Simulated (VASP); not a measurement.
Band structure of CdS (wurtzite). Computed with rev-vdW-DF2, VASP's PBE PAW potentials (set 64) (plane waves; VASP).

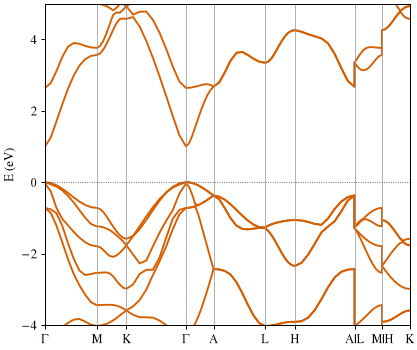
Figure. Bands along high-symmetry lines, zero at the valence-band maximum or, without a gap, the Fermi level

Question: Read the plot: is there a gap, and where are the band edges?

Answer: The gap is direct, 1.00 eV, from the valence maximum at Γ to the conduction minimum at Γ. (Edges off the drawn lines would not show.)

Measured: gap 2.64 eV at 0 K (computed value off by -1.64 eV), as given by X. Ren et al., All-electron periodic G0W0 implementation with numerical atomic orbital basis functions: algorithm and benchmarks (2021), arXiv:2011.01400 [zero-point renormalisation of 0.068 eV removed from the gap extrapolated to 0 K (as printed)].

The compound is CdS in the wurtzite structure. It was relaxed first.
